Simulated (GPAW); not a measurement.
**Work function of Mo2NCl2 MXene monolayer at several levels**

How far do functional and basis move the work function of Mo2NCl2 MXene monolayer?

Calculated with GPAW 26.7.0; GPAW, PAW setups; layer in a repeated cell with vacuum, relaxation of atoms and in-plane cell, in the first sound run; inputs show where later runs differ.

## Step 1: The starting structure

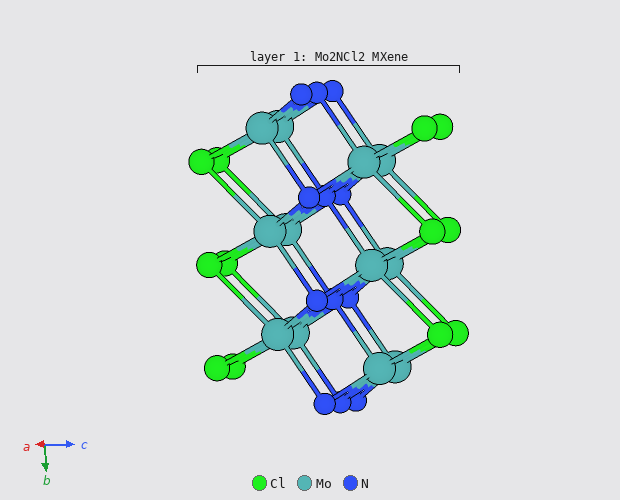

Start, viewed from the side, with the c axis across the page; chlorine green, molybdenum teal, nitrogen blue. 2×3×1 cells are drawn. Some periodic images of atoms are drawn too.

The cell holds 5 atoms: 2 Cl, 2 Mo and 1 N. Its edges and angles: a = 2.953 Å, b = 2.953 Å, c = 21.726 Å, α = 90.0°, β = 90.0°, γ = 120.0°. Vacuum lies along c.

## Step 2: Relaxing the atoms

The atoms are relaxed first, since the surface dipole, and with it the work function, follows the positions of the outer layers.

run.py reads:

```python
import json
import numpy as np
from ase import Atoms
from ase.filters import FrechetCellFilter
from ase.optimize import BFGS
from gpaw import GPAW, PW

slab = Atoms(
    ['Cl', 'Mo', 'N', 'Mo', 'Cl'],
    positions=[
        [-0.00000, 1.70505, 8.00000],
        [1.47662, 0.85253, 9.69754],
        [0.00000, 0.00000, 10.86281],
        [-0.00000, 1.70505, 12.02807],
        [1.47662, 0.85253, 13.72561]],
    cell=[[2.95324, 0.0, 0.0], [-1.47662, 2.55758, 0.0], [0.0, 0.0, 21.7256]],
    pbc=[True, True, True])

slab.calc = GPAW(mode=PW(600), xc='PBE', kpts={'size': (12, 12, 1), 'gamma': True},
                 occupations={'name': 'fermi-dirac', 'width': 0.05}, nbands='160%',
                 convergence={'density': 1e-05}, maxiter=200,
                 symmetry={'tolerance': 1e-3}, txt='slab.txt')
result = {}
# The in-plane cell is free; stress needs a cell that repeats along all three vectors
path = []
opt = BFGS(FrechetCellFilter(slab, mask=[1, 1, 0, 0, 0, 1]), maxstep=0.2)
opt.attach(lambda: path.append((slab.get_potential_energy(), slab.positions.tolist(), slab.get_forces().tolist())))
result['relaxed'] = bool(opt.run(fmax=0.02, steps=45))
result['path'] = path
result['cell'] = slab.cell.tolist()
print('in-plane lattice', slab.cell.cellpar().round(4)[[0, 1, 5]])
energy = slab.get_potential_energy()
fermi = slab.calc.get_fermi_level()
v = slab.calc.get_electrostatic_potential().mean((0, 1)) - fermi
n = slab.calc.get_pseudo_density().mean((0, 1))
L = slab.cell[2, 2]
z = np.arange(len(v)) * L / len(v)
low, high = slab.positions[:, 2].min(), slab.positions[:, 2].max()
below, above = np.interp([low - 5.8, high + 5.8], z, v)
slopes = [np.interp(x, z, np.gradient(v, z)) for x in (low - 5.8, high + 5.8)]
eps = np.array([[slab.calc.get_eigenvalues(k, s) for k in range(len(slab.calc.get_ibz_k_points()))]
                for s in range(slab.calc.get_number_of_spins())]) - fermi
top, bottom = eps[eps < 0].max(), eps[eps > 0].min()
dipole = slab.get_dipole_moment()[2]
print(f'energy {energy:.4f} eV, Fermi level {fermi:.4f} eV, dipole {dipole:.5f} e A')
print(f'potential 5.8 A off the faces, from the Fermi level: lower {below:.4f} eV, upper {above:.4f} eV')
print(f'slope of the potential there: lower {slopes[0]:.5f}, upper {slopes[1]:.5f} eV/A')
print(f'nearest levels on the mesh: {top:.4f} and {bottom:.4f} eV')
print('magnetic moment', round(slab.get_magnetic_moment(), 3))
result.update(energy=energy, fermi=fermi, dipole=dipole, below=below, above=above, slopes=slopes, edges=[top, bottom],
              z=z.tolist(), v=v.tolist(), n=n.tolist(), positions=slab.positions.tolist(),
              forces=slab.get_forces(apply_constraint=False).tolist(), moments=slab.get_magnetic_moments().tolist())
json.dump(result, open('result.json', 'w'))
```

Started as:

```bash
> OMP_NUM_THREADS=1 OPENBLAS_NUM_THREADS=1 python run.py
```

Log:

```text
Step          Energy          fmax
BFGS:    0      -34.619409        2.255366
BFGS:    1      -34.953677        1.864599
BFGS:    2      -35.615076        0.708763
BFGS:    3      -35.655614        0.433687
BFGS:    4      -35.669460        0.419680
BFGS:    5      -35.684787        0.461288
BFGS:    6      -35.694762        0.387714
BFGS:    7      -35.697803        0.402207
BFGS:    8      -35.698805        0.437837
BFGS:    9      -35.699988        0.340066
BFGS:   10      -35.699170        0.116028
BFGS:   11      -35.703742        0.048776
BFGS:   12      -35.706316        0.003350
in-plane lattice [  2.9714   2.9714 120.    ]
energy -35.6907 eV, Fermi level 2.1638 eV, dipole 0.00024 e A
potential 5.8 A off the faces, from the Fermi level: lower 4.3056 eV, upper 4.3048 eV
slope of the potential there: lower 0.00006, upper 0.00037 eV/A
nearest levels on the mesh: -0.0649 and 0.0089 eV
magnetic moment 0.0
```

It took 23 min on 1 thread of Arm Neoverse V1, shared host; peak memory 0.5 GiB.

This run has no spin polarisation, although Mo can carry a moment.

This step gave:

| Item | Value |
| --- | --- |
| dipole along the normal | 2.38e-4 e·Å |
| levels nearest the Fermi level on the mesh | -0.06491, 0.008947 eV from the Fermi level |

The electrostatic potential energy of an electron (without an applied field's), less the Fermi level, planar mean oscillates, so the rows of the table below give means over windows of 2 Å about each position, cut where the curve ends. Its maxima inside the range that stand out by 2 % of the span (Å: eV): 8.4: -4.21, 10.4: -6.59, 11.3: -6.59, 13.3: -4.22. Its minima: 7.6: -22.9, 9.5: -26.7, 10.9: -13.8, 12.3: -26.7, 14.1: -22.9.

Table of electrostatic potential energy of an electron (without an applied field's), less the Fermi level, planar mean by z; means over each step:

| z (Å) | electrostatic potential energy of an electron (without an applied field's), less the Fermi level, planar mean (eV) |
| --- | --- |
| 1.00 | 4.31 |
| 3.00 | 4.31 |
| 5.00 | 4.27 |
| 7.00 | -6.11 |
| 9.00 | -14.5 |
| 11.00 | -10.6 |
| 13.00 | -14.5 |
| 15.00 | -3.05 |
| 17.00 | 4.29 |
| 19.00 | 4.30 |
| 21.00 | 4.31 |

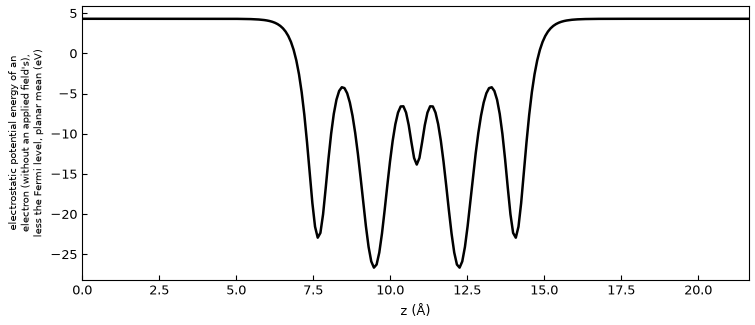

Electrostatic potential energy of an electron (without an applied field's), less the Fermi level, planar mean, plotted against z.

The pseudo valence density, planar mean oscillates, so the rows of the table below give means over windows of 1.48 Å about each position, cut where the curve ends. Its maxima inside the range that stand out by 2 % of the span (Å: e/Å³): 8.0: 0.643, 9.6: 1.81, 10.9: 0.744, 12.2: 1.81, 13.7: 0.643. Its minima: 8.5: 0.391, 10.3: 0.548, 11.5: 0.548, 13.2: 0.391.

Table of pseudo valence density, planar mean by z; means over each step:

| z (Å) | pseudo valence density, planar mean (e/Å³) |
| --- | --- |
| 3.70 | 2.1e-5 |
| 5.18 | 0.00203 |
| 6.66 | 0.209 |
| 8.14 | 0.531 |
| 9.62 | 1.10 |
| 11.10 | 0.678 |
| 12.58 | 1.03 |
| 14.06 | 0.541 |
| 15.54 | 0.0612 |
| 17.02 | 4.5e-4 |
| 18.50 | 5.3e-6 |

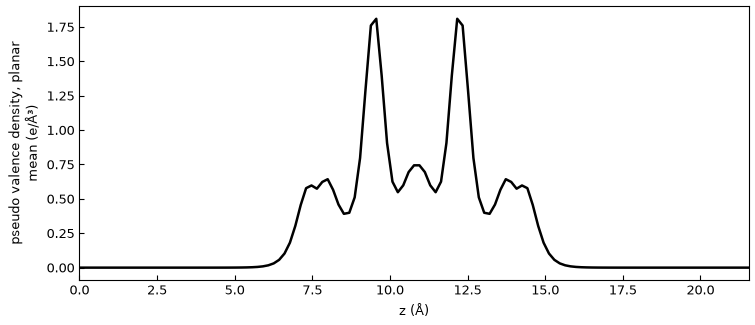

Pseudo valence density, planar mean, plotted against z.

The relaxation lowered the energy of the cell by 1.09 eV (energies extrapolated to zero smearing; the optimiser's log prints free energies). The largest force left on a free atom is 0.0033 eV/Å.

## Step 3: The slab's potential

The work function is the vacuum plateau of the electrostatic potential less the Fermi level; a dipole layer lets the two faces have plateaus of their own.

This step: GPAW, PAW setups; slab in vacuum (GPAW 26.7.0).

The cell differs from the one that the last finished run ended in (c 21.726 → 22.405 Å).

run.py, as its differences from that of step 2:

```diff
@@ -3,4 +3,2 @@
 from ase import Atoms
-from ase.filters import FrechetCellFilter
-from ase.optimize import BFGS
 from gpaw import GPAW, PW
@@ -10,23 +8,16 @@
     positions=[
-        [-0.00000, 1.70505, 8.00000],
-        [1.47662, 0.85253, 9.69754],
-        [0.00000, 0.00000, 10.86281],
-        [-0.00000, 1.70505, 12.02807],
-        [1.47662, 0.85253, 13.72561]],
-    cell=[[2.95324, 0.0, 0.0], [-1.47662, 2.55758, 0.0], [0.0, 0.0, 21.7256]],
-    pbc=[True, True, True])
+        [0.00000, 1.71554, 8.00000],
+        [1.48571, 0.85778, 9.82797],
+        [0.00000, 0.00000, 11.20270],
+        [-0.00000, 1.71554, 12.57741],
+        [1.48571, 0.85778, 14.40538]],
+    cell=[[2.97142, 0.0, 0.0], [-1.48571, 2.57332, 0.0], [0.0, 0.0, 22.4054]],
+    pbc=[True, True, False])
 
-slab.calc = GPAW(mode=PW(600), xc='PBE', kpts={'size': (12, 12, 1), 'gamma': True},
+slab.calc = GPAW(mode=PW(500), xc='PBE', kpts={'size': (12, 12, 1), 'gamma': True},
                  occupations={'name': 'fermi-dirac', 'width': 0.05}, nbands='160%',
                  convergence={'density': 1e-05}, maxiter=200,
+                 poissonsolver={'dipolelayer': 'xy'},
                  symmetry={'tolerance': 1e-3}, txt='slab.txt')
 result = {}
-# The in-plane cell is free; stress needs a cell that repeats along all three vectors
-path = []
-opt = BFGS(FrechetCellFilter(slab, mask=[1, 1, 0, 0, 0, 1]), maxstep=0.2)
-opt.attach(lambda: path.append((slab.get_potential_energy(), slab.positions.tolist(), slab.get_forces().tolist())))
-result['relaxed'] = bool(opt.run(fmax=0.02, steps=45))
-result['path'] = path
-result['cell'] = slab.cell.tolist()
-print('in-plane lattice', slab.cell.cellpar().round(4)[[0, 1, 5]])
 energy = slab.get_potential_energy()
```

Log:

```text
energy -35.2438 eV, Fermi level 1.9682 eV, dipole -0.00022 e A
potential 5.8 A off the faces, from the Fermi level: lower 4.3044 eV, upper 4.3115 eV
slope of the potential there: lower -0.00002, upper 0.00002 eV/A
nearest levels on the mesh: -0.0656 and 0.0094 eV
magnetic moment 0.0
```

It took 59 s on 1 thread; peak memory 0.24 GiB.

Numbers from this step:

| Item | Value |
| --- | --- |
| dipole along the normal | -2.24e-4 e·Å |
| levels nearest the Fermi level on the mesh | -0.06557, 0.009404 eV from the Fermi level |
| upper work function | 4.311 eV |
| lower work function | 4.304 eV |

The electrostatic potential energy of an electron (without an applied field's), less the Fermi level, planar mean oscillates, so the rows of the table below give means over windows of 1.96 Å about each position, cut where the curve ends. Its maxima inside the range that stand out by 2 % of the span (Å: eV): 8.8: -4.21, 10.7: -6.53, 11.7: -6.53, 13.6: -4.20. Its minima: 8.0: -22.9, 9.8: -26.6, 11.2: -13.9, 12.6: -26.6, 14.4: -22.9.

Electrostatic potential energy of an electron (without an applied field's), less the Fermi level, planar mean against z; means over each step:

| z (Å) | electrostatic potential energy of an electron (without an applied field's), less the Fermi level, planar mean (eV) |
| --- | --- |
| 0.98 | 4.30 |
| 2.94 | 4.30 |
| 4.90 | 4.30 |
| 6.86 | -0.194 |
| 8.82 | -13.9 |
| 10.78 | -12.8 |
| 12.74 | -14.8 |
| 14.70 | -8.40 |
| 16.66 | 4.19 |
| 18.62 | 4.31 |
| 20.58 | 4.31 |

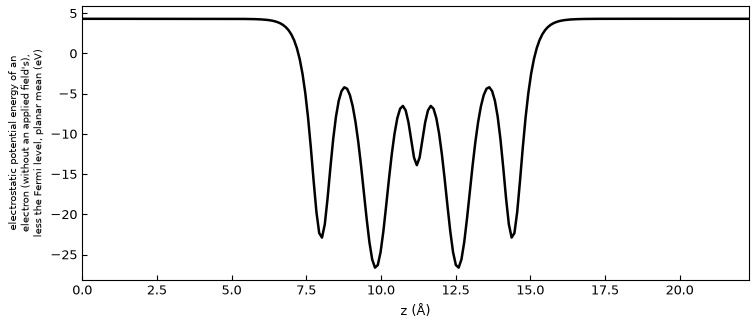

Electrostatic potential energy of an electron (without an applied field's), less the Fermi level, planar mean, plotted against z.

The pseudo valence density, planar mean oscillates, so the rows of the table below give means over windows of 2 Å about each position, cut where the curve ends. Its maxima inside the range that stand out by 2 % of the span (Å: e/Å³): 8.2: 0.640, 9.9: 1.81, 11.2: 0.744, 12.5: 1.81, 14.2: 0.640. Its minima: 9.0: 0.386, 10.6: 0.552, 11.8: 0.552, 13.4: 0.386.

Pseudo valence density, planar mean against z; means over each step:

| z (Å) | pseudo valence density, planar mean (e/Å³) |
| --- | --- |
| 4 | 3.0e-5 |
| 6 | 0.0196 |
| 8 | 0.479 |
| 10 | 0.964 |
| 12 | 0.993 |
| 14 | 0.547 |
| 16 | 0.0706 |
| 18 | 9.9e-5 |

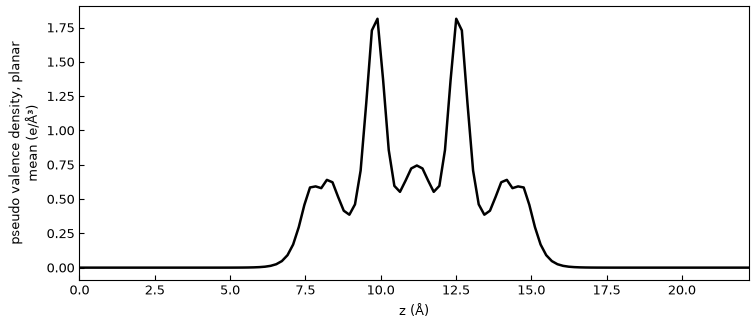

Pseudo valence density, planar mean, plotted against z.

The potential is flat to 2.2e-5 eV/Å where it is read, so the vacuum is wide enough.

## Step 4: Self-consistent run: xc = "RPBE"

The same geometry under RPBE, to see how far the functional moves the levels against the vacuum.

run.py, as its differences from that of step 3:

```diff
@@ -16,3 +16,3 @@
 
-slab.calc = GPAW(mode=PW(500), xc='PBE', kpts={'size': (12, 12, 1), 'gamma': True},
+slab.calc = GPAW(mode=PW(500), xc='RPBE', kpts={'size': (12, 12, 1), 'gamma': True},
                  occupations={'name': 'fermi-dirac', 'width': 0.05}, nbands='160%',
```

Log:

```text
energy -32.9104 eV, Fermi level 2.0627 eV, dipole -0.00022 e A
potential 5.8 A off the faces, from the Fermi level: lower 4.1998 eV, upper 4.2069 eV
slope of the potential there: lower -0.00002, upper 0.00002 eV/A
nearest levels on the mesh: -0.0700 and 0.0124 eV
magnetic moment 0.0
```

Wall time 60 s (1 thread); peak memory 0.24 GiB.

Numbers from this step:

```
levels nearest the Fermi level on the mesh : -0.06999, 0.01241 eV from the Fermi level
upper work function                        : 4.207 eV
lower work function                        : 4.200 eV
```

The electrostatic potential energy of an electron (without an applied field's), less the Fermi level, planar mean oscillates, so the rows of the table below give means over windows of 1.96 Å about each position, cut where the curve ends. Its maxima inside the range that stand out by 2 % of the span (Å: eV): 8.8: -4.28, 10.7: -6.61, 11.7: -6.61, 13.6: -4.28. Its minima: 8.0: -23.0, 9.8: -26.7, 11.2: -14.0, 12.6: -26.7, 14.4: -23.0.

Table of electrostatic potential energy of an electron (without an applied field's), less the Fermi level, planar mean by z; means over each step:

| z (Å) | electrostatic potential energy of an electron (without an applied field's), less the Fermi level, planar mean (eV) |
| --- | --- |
| 0.98 | 4.20 |
| 2.94 | 4.20 |
| 4.90 | 4.19 |
| 6.86 | -0.289 |
| 8.82 | -13.9 |
| 10.78 | -12.9 |
| 12.74 | -14.9 |
| 14.70 | -8.49 |
| 16.66 | 4.08 |
| 18.62 | 4.21 |
| 20.58 | 4.21 |

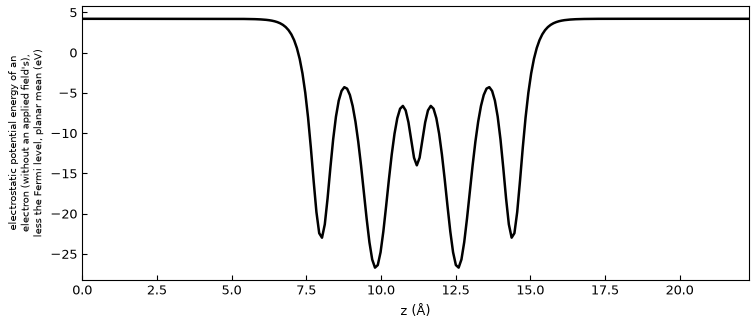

Electrostatic potential energy of an electron (without an applied field's), less the Fermi level, planar mean, plotted against z.

The pseudo valence density, planar mean oscillates, so the rows of the table below give means over windows of 2 Å about each position, cut where the curve ends. Its maxima inside the range that stand out by 2 % of the span (Å: e/Å³): 8.2: 0.640, 9.9: 1.81, 11.2: 0.743, 12.5: 1.81, 14.2: 0.640. Its minima: 9.0: 0.385, 10.6: 0.552, 11.8: 0.552, 13.4: 0.385.

Pseudo valence density, planar mean against z; means over each step:

| z (Å) | pseudo valence density, planar mean (e/Å³) |
| --- | --- |
| 4 | 3.2e-5 |
| 6 | 0.0194 |
| 8 | 0.479 |
| 10 | 0.964 |
| 12 | 0.993 |
| 14 | 0.547 |
| 16 | 0.0705 |
| 18 | 1.1e-4 |

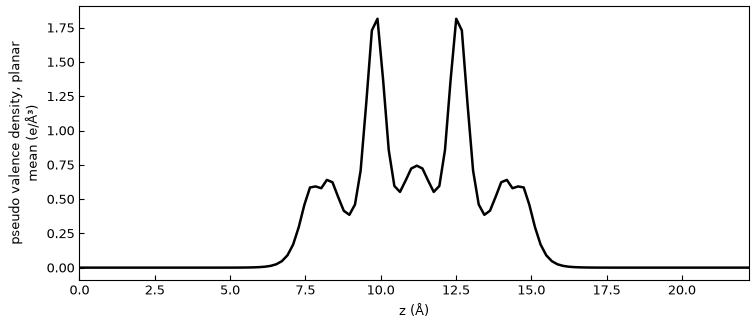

Pseudo valence density, planar mean against z.

Force by atom:

| atom | x (eV/Å) | y (eV/Å) | z (eV/Å) | size |
| --- | --- | --- | --- | --- |
| Cl1 | 0.000 | 0.000 | -0.202 | 0.202 |
| Mo2 | 0.000 | 0.000 | -0.093 | 0.093 |
| N3 | 0.000 | 0.000 | 0.000 | 0.000 |
| Mo4 | 0.000 | 0.000 | 0.093 | 0.093 |
| Cl5 | 0.000 | 0.000 | 0.202 | 0.202 |

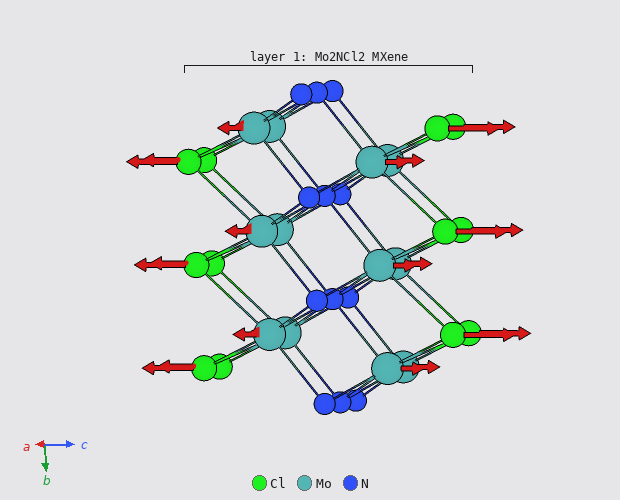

Force as arrows, the longest 0.202 eV/Å. 2×3×1 cells are drawn. Some periodic images of atoms are drawn too.

The upper face's work function is 4.207 eV, against 4.311 eV in the first plane-wave PBE run at this geometry.

## Step 5: Self-consistent run: xc = "LDA"

The same geometry under LDA, to see how far the functional moves the levels against the vacuum.

run.py, as its differences from that of step 4:

```diff
@@ -16,3 +16,3 @@
 
-slab.calc = GPAW(mode=PW(500), xc='RPBE', kpts={'size': (12, 12, 1), 'gamma': True},
+slab.calc = GPAW(mode=PW(500), xc='LDA', kpts={'size': (12, 12, 1), 'gamma': True},
                  occupations={'name': 'fermi-dirac', 'width': 0.05}, nbands='160%',
```

Log:

```text
energy -40.2140 eV, Fermi level 1.7125 eV, dipole -0.00022 e A
potential 5.8 A off the faces, from the Fermi level: lower 4.5691 eV, upper 4.5762 eV
slope of the potential there: lower -0.00002, upper 0.00002 eV/A
nearest levels on the mesh: -0.0559 and 0.0042 eV
magnetic moment 0.0
```

The job ended after 58 s (1 thread; peak memory 0.24 GiB).

This step gave:

```
dipole along the normal                    : -2.25e-4 e·Å
levels nearest the Fermi level on the mesh : -0.05590, 0.004205 eV from the Fermi level
upper work function                        : 4.576 eV
lower work function                        : 4.569 eV
```

The upper face's work function is 4.576 eV, against 4.311 eV in the first plane-wave PBE run at this geometry.

## Step 6: OptPBE vdW: xc = "optPBE-vdW"

The same geometry under optPBE-vdW, to see how far the functional moves the levels against the vacuum (the van der Waals functionals take revPBE setups).

run.py, as its differences from that of step 5:

```diff
@@ -16,3 +16,3 @@
 
-slab.calc = GPAW(mode=PW(500), xc='LDA', kpts={'size': (12, 12, 1), 'gamma': True},
+slab.calc = GPAW(mode=PW(500), xc='optPBE-vdW', kpts={'size': (12, 12, 1), 'gamma': True},
                  occupations={'name': 'fermi-dirac', 'width': 0.05}, nbands='160%',
```

Log:

```text
energy -75.4465 eV, Fermi level 1.7750 eV, dipole -0.00022 e A
potential 5.8 A off the faces, from the Fermi level: lower 4.5728 eV, upper 4.5798 eV
slope of the potential there: lower -0.00002, upper 0.00002 eV/A
nearest levels on the mesh: -0.0839 and 0.0203 eV
magnetic moment 0.0
```

The job ended after 73 s (1 thread; peak memory 0.4 GiB).

This step gave:

```yaml
dipole_along_the_normal: -2.23e-4 e·Å
levels_nearest_the_fermi_level_on_the_mesh: -0.08389, 0.02025 eV from the Fermi level
upper_work_function: 4.580 eV
lower_work_function: 4.573 eV
```

The upper face's work function is 4.580 eV, against 4.311 eV in the first plane-wave PBE run at this geometry.

[end of part 1 of 2]

[Logs are printed without paths, hosts, clocks, repeated set-up lines and the standing remarks that a program may print on its own settings, such as how far it seeks lower states.]

[Hosts, paths, dates, database ids (printed as entryN), source tags and the programs' standing remarks are cut or masked in the printed files.]
